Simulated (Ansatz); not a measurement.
C₂H₈AlFS

```
atom    x (Å)    y (Å)    z (Å)
   C  -1.3730  -1.0155   0.4857
  Al  -0.1159   0.0434  -0.5777
   C   1.7019  -0.5504  -0.9732
   F  -0.8080   1.1173  -1.6669
   S   0.3439   2.0062   1.0768
   H  -0.9131  -1.4063   1.3996
   H  -2.2629  -0.4473   0.7733
   H  -1.7244  -1.8843  -0.0817
   H   1.6971  -1.3735  -1.6960
   H   2.2151  -0.9200  -0.0793
   H   2.3141   0.2479  -1.4025
   H  -0.7463   2.6446   0.6182
   H  -0.3083   1.5032   2.1384
```

Geometry: PBE0-D4/def2-TZVP.

Theory: RKS PBE0-D4/def2-TZVPP in Ansatz.

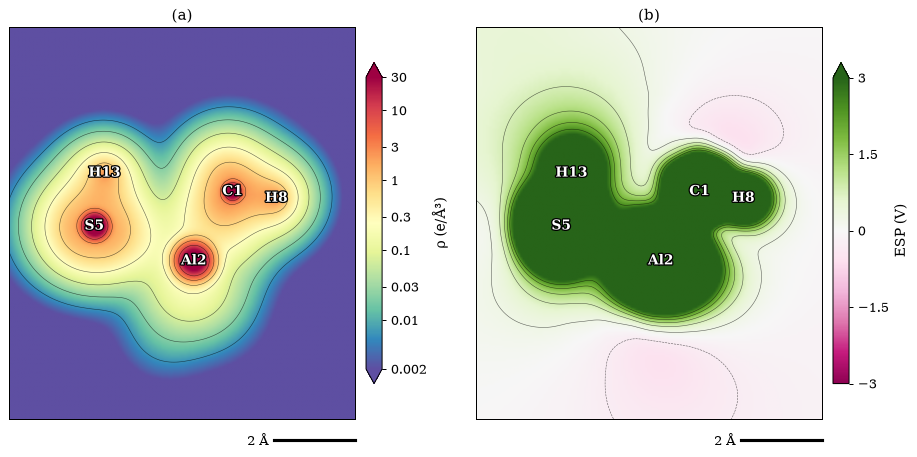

Figure 1. (a) total electron density; (b) electrostatic potential on the plane of atoms Al2, C1 and H8.

Describe what can be read from this map.

The section cuts through C, Al, S and H sites.
C–Al (1.96 Å): ρ is about 0.72 e/Å³ halfway.
Al–S (2.61 Å): ρ is about 0.32 e/Å³ halfway, with its minimum of 0.19 e/Å³ about 0.9 Å from Al.
C–H (1.10 Å): ρ at the midpoint is about 1.9 e/Å³.
S–H (1.34 Å): the density is about 1.5 e/Å³ at the midpoint.
Outside the dense part of the molecule the potential is most negative (−0.6 V) near C1.

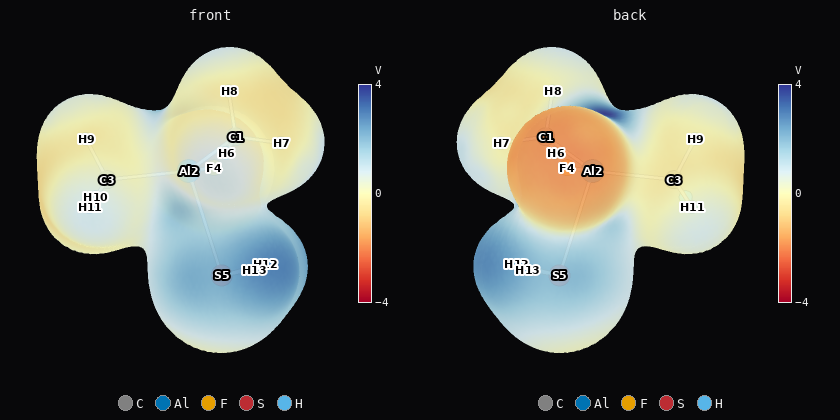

Figure 2. The electrostatic potential painted on the density surface at 0.004 e/bohr³, seen from the front and from behind; the colour scale runs from red (negative) to blue (positive).

Describe the electrostatic potential map.

The most negative region (about −1.9 V, or −44 kcal/mol for a unit charge) lies over F4, the most positive (about +3.4 V, or +78 kcal/mol for a unit charge) over Al2.

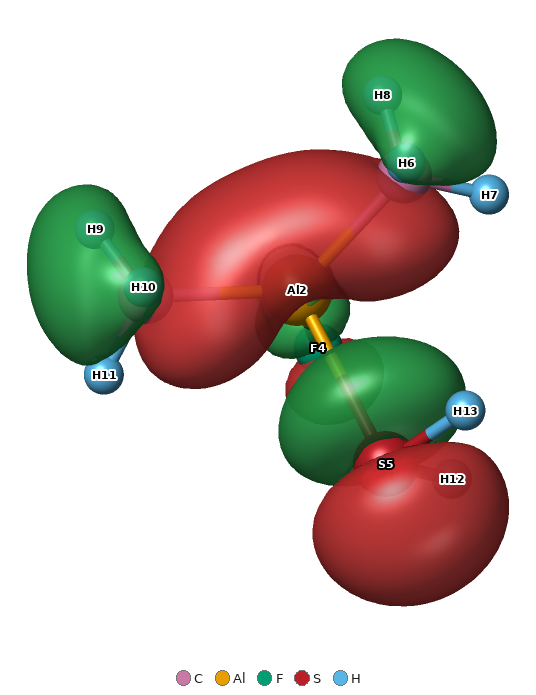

Figure 3. The HOMO−1 at ±0.08 Å⁻³ᐟ² (green and red are the two phases), seen across its widest extent.

Where does this orbital lie, and at what energy?

Its weight (Hirshfeld) is mainly on S5 (about 30 %), C3 (about 15 %), C1 (about 15 %) and Al2 (about 15 %). Its energy is −8.40 eV.
